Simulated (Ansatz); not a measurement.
**AlH (SMILES [AlH]): RPA@PBE/3-21G**

Aim: the vertical ionisation energy of AlH at RPA@PBE/3-21G, from 2 runs. 

Program for the calculation: Ansatz 0.2.0.

### 1 The system as given

AlH has 2 atoms, charge 0, and is taken as a singlet. SMILES: `[AlH]`. Geometry: a GFN2-xTB relaxation, a rough one for these elements and not checked as a minimum.

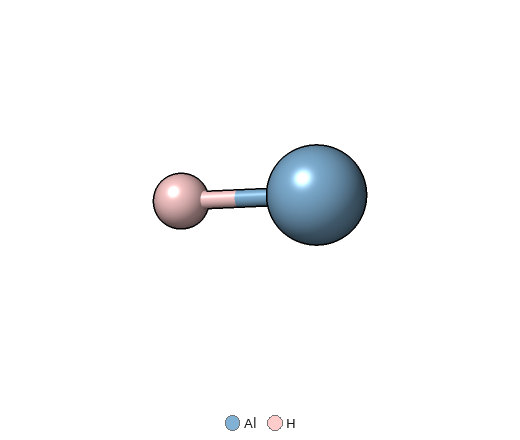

Viewed from a chosen angle; aluminium light blue, hydrogen pink.

### 2 The energy at RPA@PBE/3-21G

File molecule.yaml:

```yaml
crystal:
  periodic: [false, false, false]
  atoms:
    - {symbol: Al, position_ang: [0.000000, 0.000000, 0.000000]}
    - {symbol: H, position_ang: [0.000000, 0.000000, 1.613470]}
basis:
  gaussian:
    orbitals: 3-21G.json
accuracy: high
hamiltonian:
  xc: {name: PBE}
correlation:
  method: rpa
  frozen_orbitals: {Al: 5, H: 0}
```

The basis set 3-21G is read from a file made from the Basis Set Exchange's data (not shown).

Run with:

```bash
$ ansatz run molecule.yaml --threads 1 --pin off --max-ram 2610MiB --events-out events.jsonl --progress --plain --runs-dir runs
```

Standard output:

```text
Warning: RAYON_NUM_THREADS=1 ignored (pool sized by the plan → 1); use --threads N
Functional definition: PBE
  name "PBE"
  parameter kappa = 0.804
  parameter beta = 0.06672455060314922
  exchange = pbe_x(kappa = kappa, mu = beta*pi^2/3)
  correlation = pbe_c(beta = beta)
280 factors; integrals over basis functions are off by at most 2.6e-9 eV
mean field evaluation 1: about -6570.5813 eV, gradient 9.3e0 eV
mean field evaluation 2: about -6570.5787 eV, gradient 9.3e0 eV
mean field evaluation 4: about -6570.9641 eV, gradient 9.7e-1 eV
mean field evaluation 8: about -6570.9705 eV, gradient 3.7e-4 eV
mean field evaluation 16: about -6570.9705 eV, gradient 5.2e-8 eV
mean field -6570.97054094 eV, -241.4787134156 hartree, gradient 5.2e-8 eV, S^2 0.000000; 0 other end points of the search recorded, 0 dependent functions left out
5 core orbitals not correlated: weight in the atoms' cores, before any rotation towards them, 1.000 or more for the frozen orbitals, at most 0.000 for the correlated occupied ones
reference -6561.07869568 eV, -241.1151948073 hartree; 2, 2 occupied and 8, 8 virtual orbitals, 280 factors
Total energy: -6563.30039641 eV, -241.1968408034 hartree
```

Run time: 0.71 s. Hardware: 1 thread of Intel Xeon Platinum 8259CL at 2.50GHz (Skylake/Cascade Lake), shared host; peak memory 0.098 GiB.

### 3 The doublet cation, same level

File in.yaml:

```yaml
crystal:
  periodic: [false, false, false]
  atoms:
    - {symbol: Al, position_ang: [0.000000, 0.000000, 0.000000]}
    - {symbol: H, position_ang: [0.000000, 0.000000, 1.613470]}
basis:
  gaussian:
    orbitals: 3-21G.json
hamiltonian:
  xc: pbe
accuracy: high
magnetization:
  spin_polarized: true
  initial_magnetization: 1
correlation:
  method: rpa
  frozen_orbitals: {Al: 5, H: 0}
total_charge: 1
```

The basis set 3-21G is read from a file made from the Basis Set Exchange's data (not shown).

Run with:

```bash
$ ansatz run in.yaml --threads 1 --pin off --max-ram 2610MiB --events-out events.jsonl --progress --plain --runs-dir runs
```

Standard output:

```text
Warning: RAYON_NUM_THREADS=1 ignored (pool sized by the plan → 1); use --threads N
Functional definition: PBE
  name "PBE"
  parameter kappa = 0.804
  parameter beta = 0.06672455060314922
  exchange = pbe_x(kappa = kappa, mu = beta*pi^2/3)
  correlation = pbe_c(beta = beta)
280 factors; integrals over basis functions are off by at most 2.6e-9 eV
mean field evaluation 1: about -6561.8166 eV, gradient 9.9e0 eV
mean field evaluation 2: about -6561.8131 eV, gradient 9.9e0 eV
mean field evaluation 4: about -6562.9419 eV, gradient 6.8e-1 eV
mean field evaluation 8: about -6562.9479 eV, gradient 4.5e-3 eV
mean field evaluation 16: about -6562.9479 eV, gradient 6.3e-9 eV
mean field -6562.94789641 eV, -241.1838866673 hartree, gradient 5.6e-9 eV, S^2 0.754833; 0 other end points of the search recorded, 0 dependent functions left out
5 core orbitals not correlated: weight in the atoms' cores, before any rotation towards them, 1.000 or more for the frozen orbitals, at most 0.000 for the correlated occupied ones
reference -6553.94611200 eV, -240.8530771917 hartree; 2, 1 occupied and 8, 9 virtual orbitals, 280 factors
Total energy: -6555.57302078 eV, -240.9128649866 hartree
```

Wall time 1.1 s (1 thread of Intel Xeon Platinum 8259CL at 2.50GHz (Skylake/Cascade Lake), shared host); peak memory 0.12 GiB.

### 4 Results

At RPA@PBE/3-21G, 5 core orbitals frozen:

```
                                          quantity          value
                         singlet AlH: total energy  -241.19684 Eh
     singlet AlH: RPA correlation energy (valence)      -81.6 mEh
                      doublet cation: total energy  -240.91286 Eh
  doublet cation: RPA correlation energy (valence)      -59.8 mEh
                              doublet cation: ⟨S²⟩          0.755
vertical ionisation energy (to the doublet cation)       7.727 eV
```

What this shows: Removing an electron at fixed nuclei costs 7.73 eV (178 kcal/mol).
